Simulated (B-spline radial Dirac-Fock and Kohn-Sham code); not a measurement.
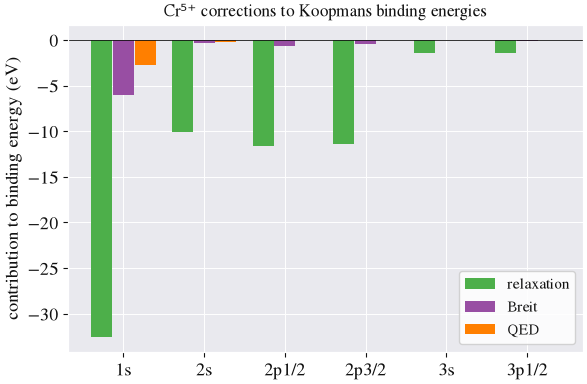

Bars give the relaxation, Breit and QED contributions (eV) to the binding energies of the deepest subshells, counted from the Koopmans value. The figure is for Cr⁵⁺ in the configuration [Ar] 3d1. The calculation used Dirac–Fock ΔSCF (average of configuration, Fermi nucleus, Breit and QED terms, no correlation) (a B-spline radial code). Open shells are averaged over j.

**Which correction is largest for 1s?**

Relaxation, −32.6 eV.

**How does the QED term of 2p1/2 compare with that of 1s?**

0.041 eV against −2.73 eV; the QED terms are weighted to the region near the nucleus, where s electrons have the most density. Its sign is opposite here.
